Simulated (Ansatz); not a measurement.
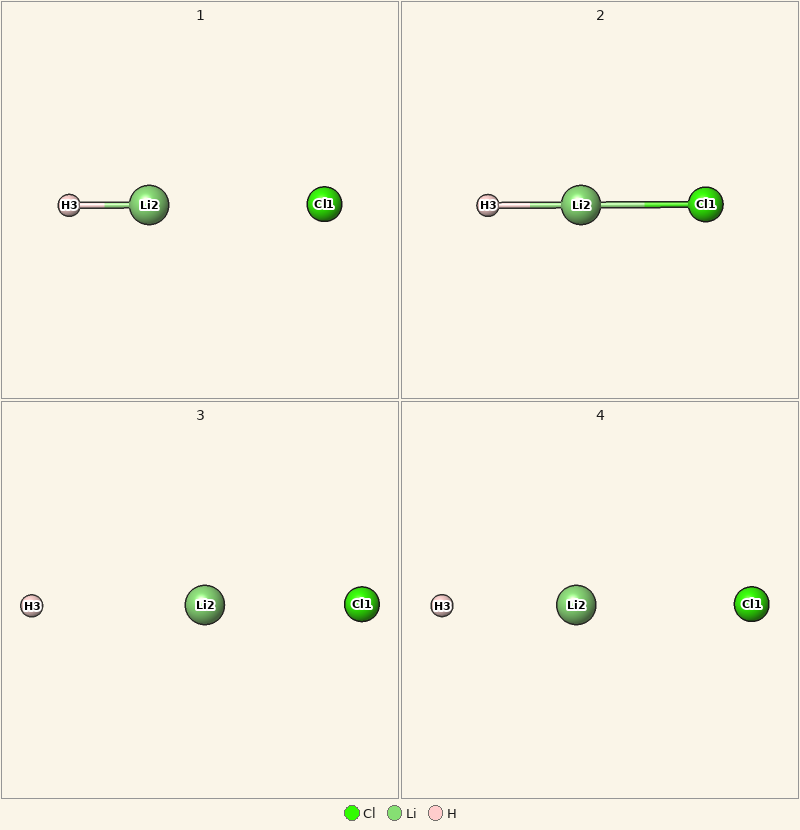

The system Cl⁻ + LiH. Coordinates scanned: (1) distance Cl1–Li2; (2) distance Li2–H3. Nothing is relaxed (the angle Cl1–Li2–H3 is fixed at 180 degrees). Grid: 17 × 17 points. Points are written as (first, second). Energies: kJ/mol, counted from the lowest grid point. The restricted reference is unstable at some or all points, so the energies there are unreliable. Theory: RHF-MP2, frozen core/aug-cc-pVTZ (Ansatz 0.2.0).

The numbered pictures are structures from this grid.

Q: Which is the most stable, and how do the others follow?

A: 2, at (2.236 Å, 1.668 Å): 0 kJ/mol; 1, at (3.143 Å, 1.433 Å): 83 kJ/mol; 4, at (3.143 Å, 2.408 Å): 131 kJ/mol; 3, at (2.815 Å, 3.104 Å): 168 kJ/mol.

The map, with the structures marked:

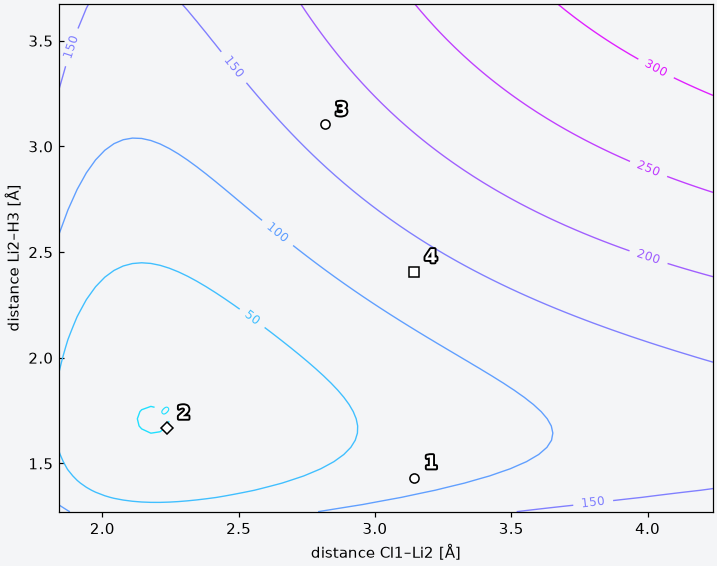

The picture shows contour lines labelled in kJ/mol. Between grid points the surface is interpolated.
